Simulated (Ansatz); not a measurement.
The starting structures come from a database of crystals and need not be the phases stable at ambient conditions.

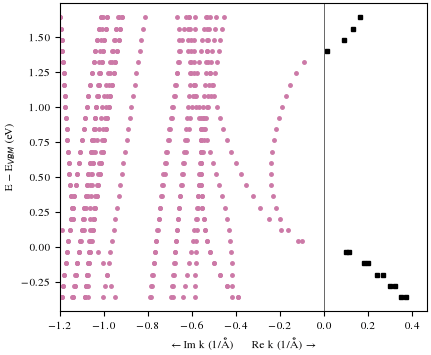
Fig. 1. Complex bands at the centre of the two-dimensional zone; Ansatz (a first-principles code) with r2SCAN

The gap is the functional's own, uncorrected, and κ follows it; spin-orbit coupling is left out. Mid-gap values are interpolated between the computed energies.

Task: This is K4Br2O (I4/mmm, not sure to be the ambient phase, 7 atoms a cell, 31.2 Å³ an atom) along the normal of (110). Read off the slowest decay at the centre of the two-dimensional zone at 0.68 eV, the computed energy nearest the middle of the gap.

Result: κ ≈ 0.23 1/Å, a decay length 1/(2κ) of the density of 2.1 Å.
